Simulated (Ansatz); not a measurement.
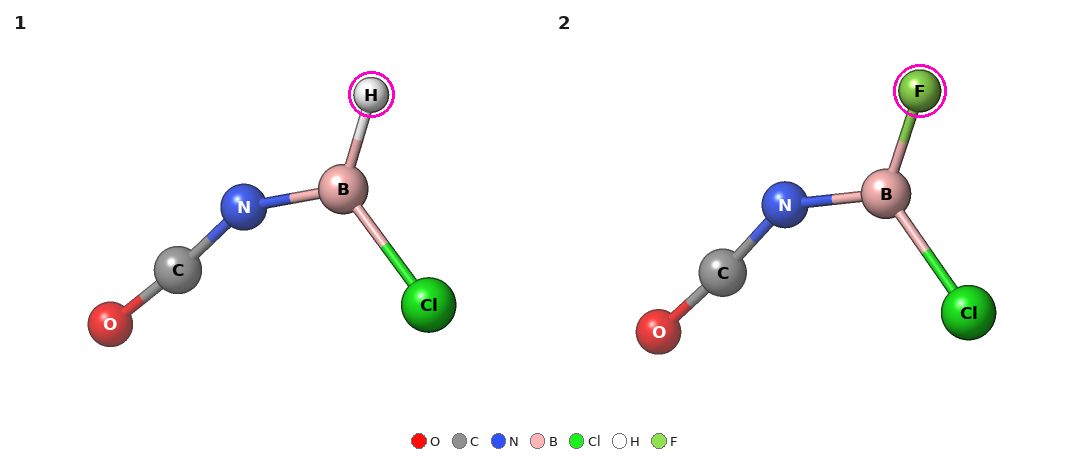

2 molecules with one skeleton, seen from the same side and at one scale; the atom that differs is circled. Each species is neutral and a spin singlet. Computed geometries: PBE0-D4/def2-TZVP optimisations, one conformation each. Properties computed with Ansatz 0.2.0.

One atom differs, called X below: H in panel 1, F in panel 2. Their formulas are CHBClNO (`O=C=NBCl`), CBClFNO (`O=C=NB(F)Cl`).

In which is the length of X–B larger (PBE0-D4/def2-TZVP)?

In panel 2 (X = F).

In which is the harmonic X–B stretching wavenumber higher (PBE0-D4/def2-TZVP)?

In panel 1 (X = H).

Give the values. With PBE0-D4/def2-TZVP: length of X–B (Å), angle N–B–X (°), harmonic X–B stretching wavenumber (cm⁻¹). With r2SCAN-D4/def2-TZVPP: dipole moment (D), HOMO energy (Kohn–Sham orbital) (eV), HOMO–LUMO gap (eV).

| quantity | 1 (H) | 2 (F) | 2 − 1 |
| --- | --- | --- | --- |
| length of X–B (Å) | 1.188 | 1.314 | +0.126 |
| angle N–B–X (°) | 120.8 | 119.1 | −1.7 |
| dipole moment (D) | 0.66 | 0.15 | −0.51 |
| HOMO energy (Kohn–Sham orbital) (eV) | −8.05 | −8.24 | −0.19 |
| HOMO–LUMO gap (eV) | 5.52 | 6.28 | +0.76 |
| harmonic X–B stretching wavenumber (cm⁻¹) | 2695 | 1344 | −1351 |
